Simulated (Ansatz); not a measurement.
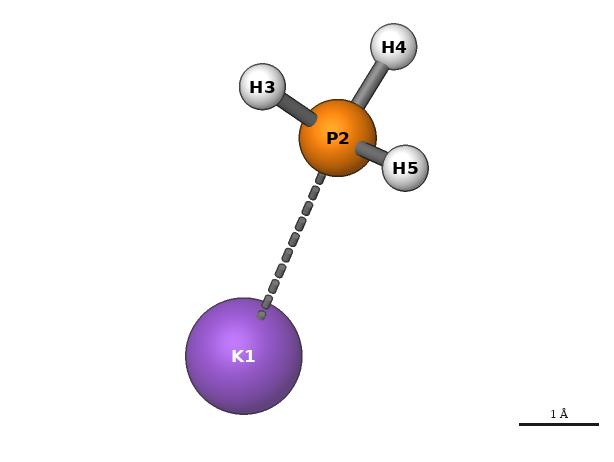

Two molecules or ions; the broken line marks their closest contact (measured against van der Waals radii). Charge +1, singlet. Geometry: a pair of rigid molecules at a changed separation. Program: Ansatz 0.2.0.

Which two species are they?

K and PH3 (`P.[K+]`).

How long is the contact?

K1···P2 is 4.17 Å.

Give the counterpoise-corrected interaction energy (kJ/mol, monomers kept as in the pair) with RHF-CCSD(T) (frozen core)/def2-TZVPPD; ωB97M-V/def2-TZVPPD.

```
                                level  interaction energy (kJ/mol)
RHF-CCSD(T) (frozen core)/def2-TZVPPD                        −31.9
                  ωB97M-V/def2-TZVPPD                        −33.1
```
